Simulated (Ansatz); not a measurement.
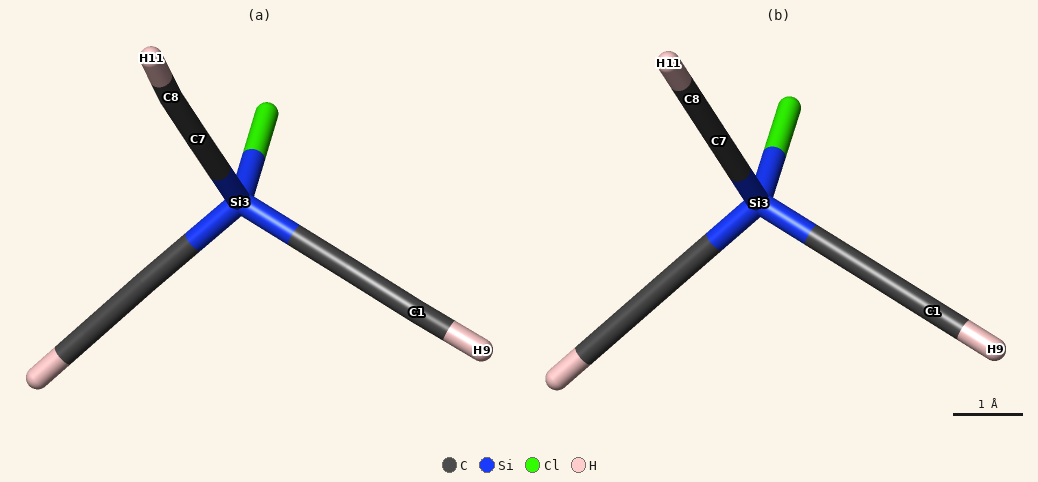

The structure of C$_{6}$H$_{3}$ClSi (coarse preliminary run) before (left) and after (right) a relaxation, at one scale.

The picture is a stick view, seen from a free direction.

The start comes from a force field.

All numbers below come from RKS PBE-D4/def2-SVP in Ansatz 0.2.0. Set-up: force threshold 0.03 eV/Å; at most 200 steps.

### Summarise the run.

Over 4 geometry steps the energy falls by 9.46 kcal/mol. Largest force component: 4.1 eV/Å at the start, 0.005 eV/Å at the end. The largest move after the best rigid fit is that of the Cl atom, 0.12 Å. Largest moves by element: Cl 0.12 Å, H 0.10 Å, C 0.07 Å, Si 0.01 Å. Some distances before and after: Cl–Si 1.957 → 2.077 Å, C–Si 1.897 → 1.827 Å, C–H 1.049 → 1.083 Å, C–C 1.196 → 1.228 Å. Bond angles that change, for instance: C–C–H 172.8° → 179.9°, C–C–H 175.8° → 180.0°. The run took 9.5 s on 4 threads of Arm Neoverse V1 (shared host).
